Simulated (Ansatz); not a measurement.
**AlGaH (quartet): inputs that go wrong at scale of all distances = 1.500**

3 inputs are run for AlGaH (quartet) as typed; the log has to tell whether the result can be used and what must change.

Method: the settings change from run to run; program: Ansatz 0.2.0, Gaussian basis.

12 further runs of the same task are left out: 8 that didn't finish, 4 set aside as unsound or not needed.

### 1 The system

The geometry derives from a PBE0/def2-TZVP stationary point (not a proven minimum). All distances are scaled together. No spin-orbit coupling is included. The filled d shell of Ga may be among the frozen orbitals whatever the setting's name suggests; the logs give the count.

3 atoms, charge 0, spin multiplicity 4.

Atoms are counted from 1 here; the program's logs count them from 0.

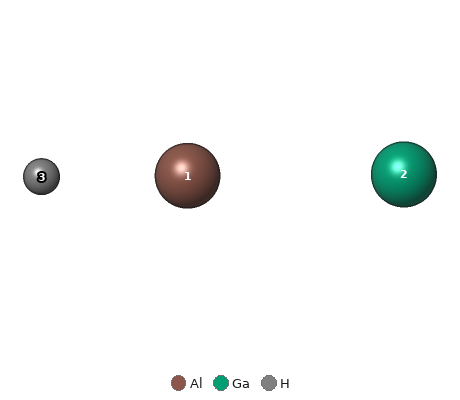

The structure; aluminium brown, gallium teal, hydrogen grey; atoms are numbered from 1 in the order of the file.

### 2 Try 1

in.yaml reads:

```yaml
crystal:
  periodic: [false, false, false]
  atoms:
    - {symbol: Al, position_ang: [0.000000, 0.000000, 0.380850]}
    - {symbol: Ga, position_ang: [0.000000, 0.000000, -3.134550]}
    - {symbol: H, position_ang: [0.000000, 0.000000, 2.753700]}
basis:
  gaussian: {orbitals: 6-31G}
magnetization: {spin_polarized: false, initial_magnetization: 3}
correlation: {method: fic_mrcisd_q, electrons: all, active_space: {window: {electrons: 5, orbitals: 5}, places: [1, 2]}}
accuracy: high
```

The run is started by

```console
$ ansatz run in.yaml --threads 1 --pin off --events-out ev --progress --plain --max-ram 2393MiB
```

What it wrote:

```text
Error: invalid value for `correlation.active_space`: name one of window, places and ras
```

It took 0.03 s on 1 thread of Arm Neoverse V2, shared host.

Diagnosis: The run was refused. The active space is defined twice. Cure: keep one definition.

### 3 Try 2

in.yaml reads:

```yaml
crystal:
  periodic: [false, false, false]
  atoms:
    - {symbol: Al, position_ang: [0.000000, 0.000000, 0.380850]}
    - {symbol: Ga, position_ang: [0.000000, 0.000000, -3.134550]}
    - {symbol: H, position_ang: [0.000000, 0.000000, 2.753700]}
basis:
  gaussian: {orbitals: def2-SVPD}
magnetization: {spin_polarized: false, initial_magnetization: 3}
correlation: {method: sc_nevpt2, electrons: valence, active_space: {window: {electrons: 5, orbitals: 5}, states: [{multiplicity: 4, weights: [1, 1]}], root: 2}}
accuracy: high
```

Same command.

What it wrote:

```text
Error: the active space averages no state 2, counted from zero
```

It took 0.03 s on 1 thread of Arm Neoverse V2, shared host.

What is wrong: The run was refused. The root asked for lies beyond the states averaged. Fix: average more states or name a lower root.

### 4 Try 3

in.yaml reads:

```yaml
crystal:
  periodic: [false, false, false]
  atoms:
    - {symbol: Al, position_ang: [0.000000, 0.000000, 0.380850]}
    - {symbol: Ga, position_ang: [0.000000, 0.000000, -3.134550]}
    - {symbol: H, position_ang: [0.000000, 0.000000, 2.753700]}
basis:
  gaussian: {orbitals: aug-cc-pVDZ, point_charges: [{charge: 1.00, position_ang: [4.820, 0.493, 0.285]}]}
magnetization: {spin_polarized: false, initial_magnetization: 3}
correlation: {active_space: {window: {electrons: 9, orbitals: 2}}}
accuracy: high
```

Same command.

What it wrote:

```text
Functional definition: HF
  name "HF"
  cite "Fock, Z. Phys. 61, 126 (1930) doi:10.1007/BF01340294"
  parent pbe
  exchange = exact_x
  correlation = 0
1307 factors; integrals over basis functions are off by at most 4.1e-9 eV
mean field evaluation 1: about -58927.0658 eV, gradient 5.9e0 eV
mean field evaluation 2: about -58927.0981 eV, gradient 5.9e0 eV
mean field evaluation 4: about -58927.9988 eV, gradient 1.5e0 eV
mean field evaluation 8: about -58928.2295 eV, gradient 7.7e-1 eV
mean field evaluation 16: about -58928.3861 eV, gradient 1.8e-2 eV
mean field evaluation 32: about -58928.5508 eV, gradient 2.4e-5 eV
mean field evaluation 64: about -58928.5506 eV, gradient 6.9e-2 eV
mean field evaluation 96: about -58928.4794 eV, gradient 1.2e0 eV
mean field evaluation 128: about -58928.4791 eV, gradient 2.0e0 eV
mean field evaluation 160: about -58928.3861 eV, gradient 2.1e-2 eV
mean field evaluation 192: about -58928.3997 eV, gradient 2.0e-1 eV
mean field -58928.55082506 eV, -2165.5842996146 hartree, gradient 4.5e-8 eV, S^2 3.750000; 14 other end points of the search recorded, 0 dependent functions left out
reference -58928.55082506 eV, -2165.5842996146 hartree; 24, 21 occupied and 48, 51 virtual orbitals, 1307 factors
Error: 9 electrons in 2 orbitals form no window around the highest filled level of the reference
```

Wall time 9 s (1 thread of Arm Neoverse V2, shared host).

Diagnosis: The run stopped with an error. The active window can't be built from these electrons and orbitals. Cure: choose counts that fit the spin, the electrons and the basis.

### 5 Summary

```
try                    level                ended                                                               cause    time
  1      MRCISD+Q(5,5)/6-31G              refused                                   the active space is defined twice  0.03 s
  2    NEVPT2(5,5)/def2-SVPD              refused                  the root asked for lies beyond the states averaged  0.03 s
  3  CASSCF(9,2)/aug-cc-pVDZ  stopped by an error  the active window can't be built from these electrons and orbitals     9 s
```

2 refused, 1 stopped by an error.
